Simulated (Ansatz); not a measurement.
What 3 layers does to BaO

Base system: BaO in the rock salt structure (space group Fm-3m, No. 225; a = 5.490 Å). Axes: x, y, z lie along the cube axes.

It is then changed as follows: a free-standing slab of 3 layers (6 atoms, 2 a layer) is cut normal to the z axis, with 15 Å of vacuum and the in-plane cell held at bulk.

The values are results of Ansatz (a quantum-chemistry and plane-wave program) PBEsol, spin-orbit coupling left out, not measurements. Γ-centred 9×9×1 mesh, Fermi–Dirac width 0.05 eV, for the changed cell.

The layer's space group (with vacuum) is P4/mmm (No. 123) and the band gap rises by 0.27 eV, from 1.84 eV to 2.11 eV. The gap character is indirect, M → Γ and the smallest direct gap goes up by 0.41 eV to 2.25 eV. The excess energy per area of both faces (slab less bulk energy over the cell's area: twice a surface energy) is 0.80 J/m² and the thickness between the outermost nuclei comes out as 5.41 Å. The change of the spacing d12 from its bulk value of 2.745 Å comes out as -3.2 %.

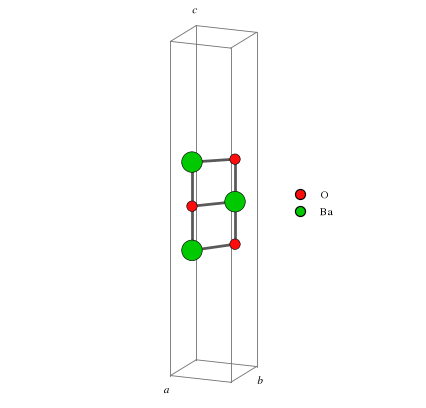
The relaxed cell after the change

Cost of the whole job for the changed cell (relaxation, final SCF and bands): very roughly 70 core-seconds.

The excess energy carries the mismatch between the slab's and the bulk's meshes. Whether these cells are dynamically stable was not tested. k-point labels follow each cell's own Brillouin zone.
